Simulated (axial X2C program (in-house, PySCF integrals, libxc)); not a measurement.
# CuP: properties at the nuclei

Aim: properties at the nuclei of CuP, with spin–orbit coupling in the Hamiltonian from the start.

The runs use an in-house X2C program for linear molecules on PySCF integrals; two-component X2C with atomic mean-field terms, Cu dyall-cv3z, P dyall-v3z.

All values are calculated.

**1. The job**

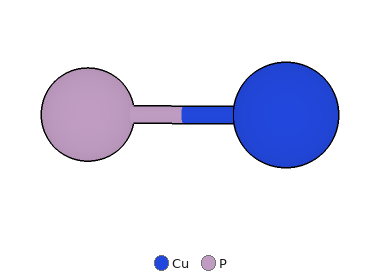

The two atoms at 2.170 Å (copper blue, phosphorus pink).

File task.json:

```json
{"zs": [29, 15], "q": 0, "bas": ["dyall-cv3z", "dyall-v3z"], "r0": 2.17, "levels": ["PBE0", "HF", "r2SCAN", "PBE", "BHandHLYP"], "nst": 3}
```

Keys: zs atomic numbers; q charge; bas basis sets; r0 starting distance in Å; levels methods (HF also brings MP2); nst determinants followed.

Launch:

```sh
$ python soeom.py task.json out
```

Nuclei are Gaussian, cores are contracted, and the Gaunt term is on.

**2. Expectation values, lowest determinant**

R = 2.123 Å. State: Ω = 1 (excess of +ω over −ω: ω = -1/2, ω = 3/2).

Output of the PBE0 run:

```text
two-component X2C + atomic mean field  PBE0
basis functions 151  fitting functions 877  grid points 5080
iter        total energy     max residual
   1      -1995.675606301     1.19e+00
   2      -1996.089809889     1.34e-02
   3      -1996.082937991     4.05e-02
   4      -1996.091403399     4.32e-03
   5      -1996.091814058     3.03e-03
   6      -1996.091872039     4.98e-04
   7      -1996.091874621     8.64e-05
   8      -1996.091874770     5.06e-05
   9      -1996.091874803     6.52e-06
  10      -1996.091874809     3.77e-06
  11      -1996.091874811     1.31e-06
converged
one-electron -2993.48344110  Coulomb 980.46837185  exact exchange -22.25793021  xc functional -68.69027360  nuclear repulsion 108.42773752  atomic mean-field constant -0.55633927
```

The highest occupied spinor is 77% P p, 15% Cu d, 7% Cu p.

| level | Eeff magnitude (GV/cm) | Ws magnitude Cu (kHz) | A∥/gI Cu (MHz) | qzz Cu (a.u.) | A∥/gI P (MHz) | qzz P (a.u.) | μ (D) |
| --- | --- | --- | --- | --- | --- | --- | --- |
| PBE0 | 0.131 | 0.0285 | -191 | 0.52 | -165 | -0.87 | -2.96 |
| HF | 0.00614 | 0.0161 | -236 | -0.45 | -127 | -1.41 | -4.67 |
| r2SCAN | 0.0938 | 0.0114 | -146 | 0.72 | -107 | -0.66 | -2.72 |
| PBE | 0.167 | 0.0385 | -152 | 0.96 | -168 | -0.56 | -2.33 |
| BHandHLYP | 0.109 | 0.0218 | -177 | 0.22 | -135 | -1.03 | -3.32 |

Eeff is the effective electric field on the electron dipole moment in this Ω state and Ws the scalar–pseudoscalar constant (defined with the proton number Z and per Ω); A∥ is the parallel hyperfine constant, which follows by multiplying with the nuclear g factor gI = μI/(I μN); qzz is the electric field gradient, eQq0 = 234.96 MHz × Q/barn × qzz; μ is positive if P is the positive end. The operators were transformed with the bare-nucleus X2C matrices.

**3. Expectation values, a higher determinant**

R = 2.123 Å. State: Ω = 0 (closed shell), 0.89 eV above the lowest in the PBE0 search for states (made at or near this distance, with looser thresholds).

Output of the PBE0 run:

```text
two-component X2C + atomic mean field  PBE0
basis functions 151  fitting functions 877  grid points 5080
iter        total energy     max residual
   1      -1995.643668871     1.19e+00
   2      -1996.057796473     1.30e-02
   3      -1996.050867164     4.01e-02
   4      -1996.059195155     5.20e-03
   5      -1996.059754414     3.77e-03
   6      -1996.059850749     5.76e-04
   7      -1996.059854759     7.86e-05
   8      -1996.059854875     5.51e-05
   9      -1996.059854891     6.51e-06
  10      -1996.059854891     3.33e-07
converged
one-electron -2993.11164875  Coulomb 980.06934268  exact exchange -22.23890558  xc functional -68.65004148  nuclear repulsion 108.42773752  atomic mean-field constant -0.55633927
```

The highest occupied spinor is 82% P p, 10% Cu p, 9% Cu d.

| level | qzz Cu (a.u.) | qzz P (a.u.) | μ (D) |
| --- | --- | --- | --- |
| PBE0 | 0.65 | -0.94 | -3.07 |
| HF | -0.42 | -1.69 | -4.71 |
| r2SCAN | 0.94 | -0.66 | -2.86 |
| PBE | 1.12 | -0.55 | -2.47 |
| BHandHLYP | 0.27 | -1.23 | -3.40 |

**4. Expectation values, a higher determinant**

R = 2.123 Å. State: Ω = 2 (excess of +ω over −ω: ω = 1/2, ω = 3/2), 0.93 eV above the lowest in the PBE0 search for states (made at or near this distance, with looser thresholds).

Output of the PBE0 run:

```text
two-component X2C + atomic mean field  PBE0
basis functions 151  fitting functions 877  grid points 5080
iter        total energy     max residual
   1      -1995.642172463     1.19e+00
   2      -1996.056322249     1.30e-02
   3      -1996.049417253     4.01e-02
   4      -1996.057728363     5.16e-03
   5      -1996.058281158     3.74e-03
   6      -1996.058375732     5.74e-04
   7      -1996.058379687     7.84e-05
   8      -1996.058379801     5.50e-05
   9      -1996.058379817     6.53e-06
  10      -1996.058379818     5.78e-07
converged
one-electron -2993.11073764  Coulomb 980.07014263  exact exchange -22.23905071  xc functional -68.65013235  nuclear repulsion 108.42773752  atomic mean-field constant -0.55633927
```

The highest occupied spinor is 81% P p, 10% Cu p, 9% Cu d.

| level | Eeff magnitude (GV/cm) | Ws magnitude Cu (kHz) | A∥/gI Cu (MHz) | qzz Cu (a.u.) | A∥/gI P (MHz) | qzz P (a.u.) | μ (D) |
| --- | --- | --- | --- | --- | --- | --- | --- |
| PBE0 | 0.00172 | 0.000107 | 89.6 | 0.64 | 298 | -0.96 | -3.07 |
| HF | 0.42 | 0.11 | 128 | -0.37 | 231 | -1.19 | -4.83 |
| r2SCAN | 0.0103 | 0.00189 | 126 | 0.94 | 273 | -0.68 | -2.86 |
| PBE | 0.00979 | 0.00172 | 123 | 1.12 | 283 | -0.57 | -2.47 |
| BHandHLYP | 0.00804 | 0.00267 | 62.9 | 0.27 | 312 | -1.24 | -3.41 |

**5. What came out**

| quantity | value |
| --- | --- |
| lowest determinant | Ω = 1 (excess of +ω over −ω: ω = -1/2, ω = 3/2) |
| Eeff magnitude (GV/cm), PBE0 | 0.131 |
| Ws magnitude Cu (kHz), PBE0 | 0.0285 |
| A∥/gI Cu (MHz), PBE0 | -191 |
| qzz Cu (a.u.), PBE0 | 0.52 |
| higher determinant | Ω = 0 (closed shell) |
| qzz Cu (a.u.), PBE0, higher determinant | 0.65 |
| qzz P (a.u.), PBE0, higher determinant | -0.94 |
| μ (D), PBE0, higher determinant | -3.07 |
| higher determinant | Ω = 2 (excess of +ω over −ω: ω = 1/2, ω = 3/2) |
| Eeff magnitude (GV/cm), PBE0, higher determinant | 0.00172 |
| Ws magnitude Cu (kHz), PBE0, higher determinant | 0.000107 |
| A∥/gI Cu (MHz), PBE0, higher determinant | 89.6 |
| qzz Cu (a.u.), PBE0, higher determinant | 0.64 |

What this shows: In the first state, the effective field runs from 0.00614 to 0.167 GV/cm over the mean-field levels, so the levels don't agree on it. The expectation values come from single determinants, which for open shells can mix terms of unlike spin or miss the lowest Ω, so a determinant need not be a state. Eeff is the effective electric field on the electron dipole moment in this Ω state and Ws the scalar–pseudoscalar constant (defined with the proton number Z and per Ω); A∥ is the parallel hyperfine constant, which follows by multiplying with the nuclear g factor gI = μI/(I μN); qzz is the electric field gradient, eQq0 = 234.96 MHz × Q/barn × qzz; μ is positive if P is the positive end. The operators were transformed with the bare-nucleus X2C matrices.
